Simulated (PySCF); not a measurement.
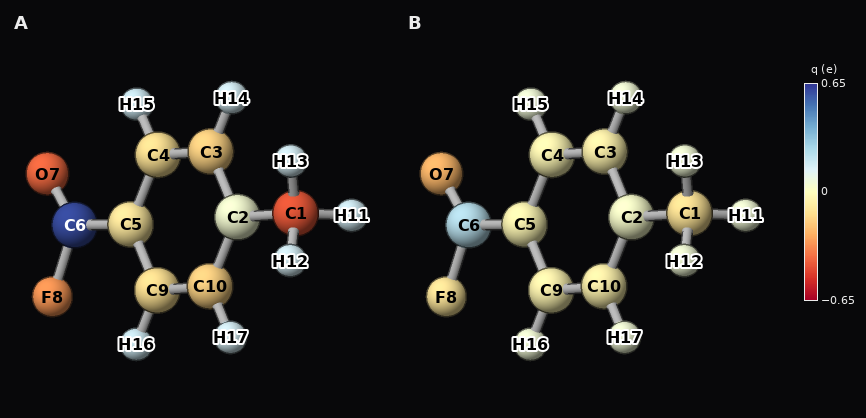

Atomic charges of one calculation by 2 schemes, on one colour scale. Computed geometry: GFN2-xTB optimisation. No frequency run is at hand to confirm it as a minimum. Level of theory: PBE0/pcSseg-1 (PySCF 2.14.0).

> The schemes are Hirshfeld, IAO. Which panel shows which?

A IAO, B Hirshfeld.

List the charges (e), one line for each set of equivalent atoms.

```tsv
atom	IAO	Hirshfeld
C1	−0.43	−0.11
C2	0.05	0.03
C3	−0.16	−0.05
C4	−0.12	−0.03
C5	−0.09	−0.03
C6	0.60	0.23
O7	−0.40	−0.23
F8	−0.30	−0.10
C9	−0.12	−0.04
C10	−0.16	−0.05
H11	0.16	0.05
H12	0.15	0.05
H13	0.15	0.05
H14	0.15	0.05
H15	0.18	0.06
H16	0.17	0.05
H17	0.15	0.05
```
